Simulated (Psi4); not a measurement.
# Excited-state calculation, with input and output: NH4 (charge +1)

- system: NH4, charge +1, SMILES [NH4+]
- method: TDA (wB97X)/def2-TZVP, RKS (Psi4 1.11)

The geometry comes from this level: PBE0-D4/def2-TZVP.

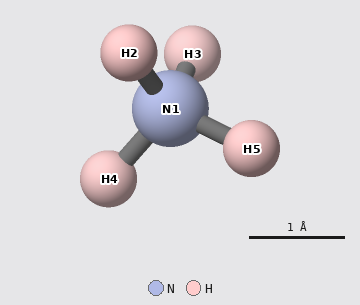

The structure (ball-and-stick view, seen at a tilt; atoms are numbered from 1 in the order of the input). Bond lengths as drawn: H–N 1.02 Å.

**The input (job.inp)**
```python
memory 1600 MB

molecule m {
  1 1
  N      0.000010     0.000010     0.000000
  H      0.453330    -0.447860     0.801010
  H     -0.972430     0.216180     0.235210
  H      0.023940    -0.633460    -0.803650
  H      0.495160     0.865130    -0.232580
  symmetry c1
}

set {
  basis def2-TZVP
  reference rks
  puream true
  scf_type df
  dft_radial_points 99
  dft_spherical_points 590
  df_basis_scf cc-pvtz-jkfit
  save_jk true
}

from psi4.driver.procrouting.response.scf_response import tdscf_excitations
E, wfn = energy("wb97x", return_wfn=True)
states = tdscf_excitations(wfn, states=4, tda=True)
print_variables()
```

Machine: 1 thread of Intel Xeon @ 2.70GHz, 189 GiB of memory available, shared host.

Launched with:
```bash
psi4 -n 1 job.inp job.out
```

**The program's output**
```
Psi4 1.11 release

   => Loading Basis Set <=

    Name: DEF2-TZVP
    Role: ORBITAL
    Keyword: BASIS

         ---------------------------------------------------------
                                   SCF
                              RKS Reference
                        1 Threads,   1525 MiB Core
         ---------------------------------------------------------

  ==> Geometry <==

    Molecular point group: c1
    Full point group: C1

    Geometry (in Angstrom), charge = 1, multiplicity = 1:

       Center              X                  Y                   Z               Mass
    ------------   -----------------  -----------------  -----------------  -----------------
         N            0.000002235342     0.000002794178     0.000000558836    14.003074004430
         H            0.453322235342    -0.447867205822     0.801010558836     1.007825032230
         H           -0.972437764658     0.216172794178     0.235210558836     1.007825032230
         H            0.023932235342    -0.633467205822    -0.803649441164     1.007825032230
         H            0.495152235342     0.865122794178    -0.232579441164     1.007825032230

  Running in c1 symmetry.

  Rotational constants: A =      5.98718  B =      5.98685  C =      5.98680 [cm^-1]
  Rotational constants: A = 179491.04920  B = 179481.30006  C = 179479.65772 [MHz]
  Nuclear repulsion =   16.375270078084789

  Charge       = 1
  Multiplicity = 1
  Electrons    = 10
  Nalpha       = 5
  Nbeta        = 5

  ==> Algorithm <==

  SCF Algorithm Type is DF.
  DIIS enabled.
  MOM disabled.
  Fractional occupation disabled.
  Guess Type is SAD.
  Energy threshold   = 1.00e-06
  Density threshold  = 1.00e-06
  Integral threshold = 1.00e-12

  ==> Primary Basis <==

  Basis Set: DEF2-TZVP
    Blend: DEF2-TZVP
    Number of shells: 27
    Number of basis functions: 55
    Number of Cartesian functions: 60
    Spherical Harmonics?: true
    Max angular momentum: 3

  ==> DFT Potential <==

   => LibXC <=

    Version 7.1.2

   => Composite Functional: WB97X <=

    wB97X Hyb-GGA Exchange-Correlation Functional

    Deriv               =              1
    GGA                 =           TRUE
    Meta                =          FALSE

    Exchange Hybrid     =           TRUE
    MP2 Hybrid          =          FALSE

   => Exchange-Correlation Functionals <=

    1.0000   wB97X range-separated functional

   => Exact (HF) Exchange <=

    0.8423            HF,LR [omega = 0.3000]
    0.1577               HF

   => LibXC Density Thresholds  <==

    XC_HYB_GGA_XC_WB97X:  1.00E-14

   => Molecular Quadrature <=

    Radial Scheme          =       TREUTLER
    Pruning Scheme         =           NONE
    Nuclear Scheme         =       TREUTLER

    Blocking Scheme        =         OCTREE
    BS radius alpha        =              1
    Pruning alpha          =              1
    Radial Points          =             99
    Spherical Points       =            590
    Total Points           =         281389
    Total Blocks           =           2095
    Max Points             =            256
    Max Functions          =             55
    Weights Tolerance      =       1.00E-15

   => Loading Basis Set <=

    Name: CC-PVTZ-JKFIT
    Role: JKFIT
    Keyword: DF_BASIS_SCF

  ==> Integral Setup <==

  DFHelper Memory: AOs need 0.014 GiB; user supplied 0.688 GiB.
  SCF_SUBTYPE=INCORE selected. In-core MEM_DF algorithm will be used.
  Using in-core AOs.

  ==> MemDFJK: Density-Fitted J/K Matrices <==

    J tasked:                   Yes
    K tasked:                   Yes
    wK tasked:                  Yes
    Omega:                3.000E-01
    Memory [MiB]:               704
    Algorithm:                 Core
    Schwarz Cutoff:           1E-12
    Mask sparsity (%):       0.0000
    Fitting Condition:        1E-10

   => Auxiliary Basis Set <=

  Basis Set: CC-PVTZ-JKFIT
    Blend: CC-PVTZ-JKFIT
    Number of shells: 65
    Number of basis functions: 199
    Number of Cartesian functions: 236
    Spherical Harmonics?: true
    Max angular momentum: 4

  Cached 100.0% of DFT collocation blocks in 0.430 [GiB].

  Minimum eigenvalue in the overlap matrix is 4.3896995055E-03.
  Reciprocal condition number of the overlap matrix is 6.4867681658E-04.
    Using symmetric orthogonalization.

  ==> Pre-Iterations <==

  SCF Guess: Superposition of Atomic Densities via on-the-fly atomic UHF (no occupation information).

   -------------------------
    Irrep   Nso     Nmo
   -------------------------
     A         55      55
   -------------------------
    Total      55      55
   -------------------------

  ==> Iterations <==

                           Total Energy        Delta E     RMS |[F,P]|

   @DF-RKS iter SAD:   -56.87881425941709   -5.68788e+01   0.00000e+00
   @DF-RKS iter   1:   -56.83584204100642    4.29722e-02   7.48682e-03 ADIIS/DIIS
   @DF-RKS iter   2:   -56.87234409197232   -3.65021e-02   5.44790e-03 ADIIS/DIIS
   @DF-RKS iter   3:   -56.90467503275050   -3.23309e-02   5.34275e-04 ADIIS/DIIS
   @DF-RKS iter   4:   -56.90518670339904   -5.11671e-04   4.65734e-05 DIIS
   @DF-RKS iter   5:   -56.90519036691252   -3.66351e-06   3.30932e-06 DIIS
   @DF-RKS iter   6:   -56.90519040839262   -4.14801e-08   5.46280e-07 DIIS
  Energy and wave function converged.

  ==> Post-Iterations <==

   Electrons on quadrature grid:
      Ntotal   =   10.0000000762 ; deviation = 7.615e-08

    Orbital Energies [Eh]
    ---------------------

    Doubly Occupied:

       1A    -14.764683     2A     -1.373347     3A     -0.933676
       4A     -0.933662     5A     -0.933657

    Virtual:

       6A     -0.129966     7A     -0.044418     8A     -0.044415
       9A     -0.044414    10A      0.101130    11A      0.101132
      12A      0.101140    13A      0.267152    14A      0.329158
      15A      0.329161    16A      0.329162    17A      0.460530
      18A      0.620776    19A      0.620789    20A      1.020457
      21A      1.020459    22A      1.020463    23A      1.368054
      24A      1.368071    25A      1.368077    26A      1.638378
      27A      1.638396    28A      1.638402    29A      1.649047
      30A      2.026821    31A      2.026890    32A      2.026911
      33A      2.232678    34A      2.232771    35A      2.232777
      36A      2.232786    37A      2.329642    38A      2.329717
      39A      2.807701    40A      3.000020    41A      3.000047
      42A      3.000169    43A      4.170016    44A      4.170032
      45A      4.170062    46A      4.295279    47A      4.295303
      48A      4.588012    49A      4.588029    50A      4.588036
      51A      5.084172    52A      5.084285    53A      5.084304
      54A      5.602475    55A     31.248099

    Final Occupation by Irrep:
              A
    DOCC [     5 ]
    NA   [     5 ]
    NB   [     5 ]

  @DF-RKS Final Energy:   -56.90519040839262

   => Energetics <=

    Nuclear Repulsion Energy =             16.3752700780847888
    One-Electron Energy =                -105.0193696839879181
    Two-Electron Energy =                  37.3122436781184348
    DFT Exchange-Correlation Energy =      -5.5733344806079170
    Empirical Dispersion Energy =           0.0000000000000000
    VV10 Nonlocal Energy =                  0.0000000000000000
    Total Energy =                        -56.9051904083926203

Computation Completed

Properties will be evaluated at   0.000000,   0.000000,   0.000000 [a0]

Properties computed using the SCF density matrix

 Multipole Moments:

 ------------------------------------------------------------------------------------
     Multipole            Electronic (a.u.)      Nuclear  (a.u.)        Total (a.u.)
 ------------------------------------------------------------------------------------

 L = 1.  Multiply by 2.5417464519 to convert [e a0] to [Debye]
 Dipole X            :          0.0000150           -0.0000291           -0.0000141
 Dipole Y            :          0.0000143           -0.0000364           -0.0000221
 Dipole Z            :          0.0000024           -0.0000073           -0.0000049
 Magnitude           :                                                    0.0000267

 ------------------------------------------------------------------------------------

	total time  =          6 seconds =       0.10 minutes

******************************************************************************************
**********                               WARNING                                **********
**********       The names of excited state variables changed between 1.5       **********
**********     and 1.6. For a quick solution, remove the symmetry specifier     **********
**********   from the variable name. For full details, see 'Notes on Psivars'   **********
**********                        in the documentation.                         **********
******************************************************************************************

         ---------------------------------------------------------
                         TDSCF excitation energies
         ---------------------------------------------------------

  ==> Options <==

     Residual threshold  : 1.0000e-04
     Initial guess       : denominators
     Reference           : RHF
     Solver type         : TDA (Davidson)

  ==> Requested Excitations <==

      4 singlet states with A symmetry

  ==> Seeking the lowest 4 singlet states with A symmetry

                         Generalized Davidson Solver

  ==> Options <==

    Max number of iterations        = 60
    Eigenvector tolerance           = 1.0000e-04
    Max number of expansion vectors = 800

  => Iterations <=
                           Max[D[value]]     Max[|R|]   # vectors
  DavidsonSolver iter   1:   6.45815e-01  6.25844e-02     16
  DavidsonSolver iter   2:   5.97374e-03  1.53835e-02     20
  DavidsonSolver iter   3:   1.06956e-04  2.93979e-03     24
  DavidsonSolver iter   4:   4.15460e-06  5.35001e-04     28
  DavidsonSolver iter   5:   1.86946e-07  7.41166e-05     32      Converged

******************************************************************************************
**********                               WARNING                                **********
**********  Length-gauge rotatory strengths are **NOT** gauge-origin invariant  **********
******************************************************************************************

                                    Excitation Energy         Total Energy        Oscillator Strength             Rotatory Strength
     #   Sym: GS->ES (Trans)        au              eV              au          au (length)    au (velocity)    au (length)    au (velocity)
    ---- -------------------- --------------- --------------- --------------- --------------- --------------- --------------- ---------------
     1        A->A (1 A)       0.57065         15.52820       -56.33454        0.1931          0.1853          0.0000          0.0000
     2        A->A (1 A)       0.57066         15.52833       -56.33453        0.1931          0.1853          0.0000          0.0000
     3        A->A (1 A)       0.57067         15.52870       -56.33452        0.1931          0.1854         -0.0000         -0.0000
     4        A->A (1 A)       0.63982         17.41049       -56.26537        0.0000          0.0000         -0.0000         -0.0000

Contributing excitations
Only contributions with abs(coeff) > 1.00e-01 will be printed:

Excited State    1 (1 A):   0.57065 au   79.84 nm f = 0.1931
  Sums of squares: Xssq =  1.000000e+00
      5a  ->   6a    -0.994774 (98.957%)

Excited State    2 (1 A):   0.57066 au   79.84 nm f = 0.1931
  Sums of squares: Xssq =  1.000000e+00
      4a  ->   6a    -0.994743 (98.951%)

Excited State    3 (1 A):   0.57067 au   79.84 nm f = 0.1931
  Sums of squares: Xssq =  1.000000e+00
      3a  ->   6a    -0.995019 (99.006%)

Excited State    4 (1 A):   0.63982 au   71.21 nm f = 0.0000
  Sums of squares: Xssq =  1.000000e+00
      4a  ->   7a     0.687227 (47.228%)
      5a  ->   8a    -0.687835 (47.312%)

******************************************************************************************
**********                               WARNING                                **********
**********       The names of excited state variables changed between 1.5       **********
**********     and 1.6. For a quick solution, remove the symmetry specifier     **********
**********   from the variable name. For full details, see 'Notes on Psivars'   **********
**********                        in the documentation.                         **********
******************************************************************************************

  Variable Map:
  ----------------------------------------------------------------------------
  "CURRENT ENERGY"              =>     -56.905190408393
  "CURRENT REFERENCE ENERGY"    =>     -56.905190408393
  "DD SOLVATION ENERGY"         =>       0.000000000000
  "DFT FUNCTIONAL TOTAL ENERGY" =>     -56.905190408393
  "DFT TOTAL ENERGY"            =>     -56.905190408393
  "DFT VV10 ENERGY"             =>       0.000000000000
  "DFT XC ENERGY"               =>      -5.573334480608
  "GRID ELECTRONS ALPHA"        =>       5.000000038075
  "GRID ELECTRONS BETA"         =>       5.000000038075
  "GRID ELECTRONS TOTAL"        =>      10.000000076150
  "NUCLEAR REPULSION ENERGY"    =>      16.375270078085
  "ONE-ELECTRON ENERGY"         =>    -105.019369683988
  "PCM POLARIZATION ENERGY"     =>       0.000000000000
  "PE ENERGY"                   =>       0.000000000000
  "SCF ITERATION ENERGY"        =>     -56.905190408393
  "SCF ITERATIONS"              =>       6.000000000000
  "SCF TOTAL ENERGY"            =>     -56.905190408393
  "TWO-ELECTRON ENERGY"         =>      37.312243678118
  "XC GRID RADIAL POINTS"       =>      99.000000000000
  "XC GRID SPHERICAL POINTS"    =>     590.000000000000
  "XC GRID TOTAL POINTS"        =>  281389.000000000000

  Array Variable Map:
  ----------------------------------------------------------------------------
  "CURRENT DIPOLE"              =>      -0.000014133822 ... -0.000004876681 1 by 3
  "SCF DIPOLE"                  =>      -0.000014133822 ... -0.000004876681 1 by 3
  "SCF TOTAL ENERGIES"          =>     -56.878814259417 ... -56.905190408393 1 by 7

    Psi4 run time: 0:00:19.01
```

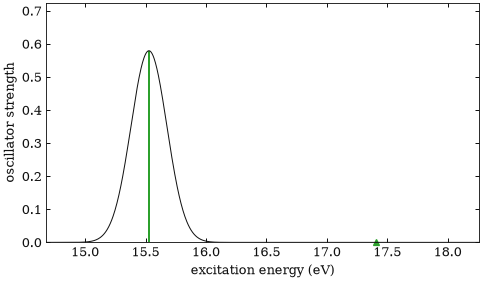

Computed excitations as sticks (degenerate states added up, dark ones marked on the axis), with a Gaussian envelope of 0.35 eV full width at half maximum, scaled to the tallest. Of the 4 states the lowest lies at 15.53 eV (f = 0.193); the strongest line is at 15.53 eV, or 80 nm (f = 0.579, summed over 3 states that lie within 0.004 eV).

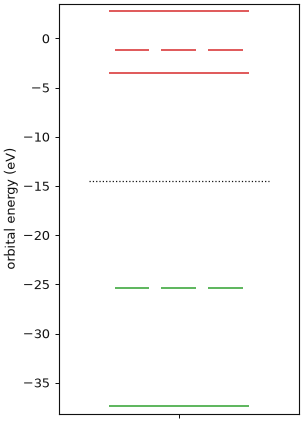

Orbital energies near the frontier; the dotted line parts filled from empty levels, and levels within 0.02 eV of each other stand side by side. Highest filled −25.41 eV, lowest empty −3.54 eV, 21.87 eV apart.

**Summary**

| quantity | value |
| --- | --- |
| outcome | converged |
| total energy | −56.905190 hartree |
| basis functions | 55 |
| HOMO | −25.41 eV |
| LUMO | −3.54 eV |
| lowest excitation | 15.53 eV |
| wall time | 21 s |
| peak memory | 0.68 GiB |
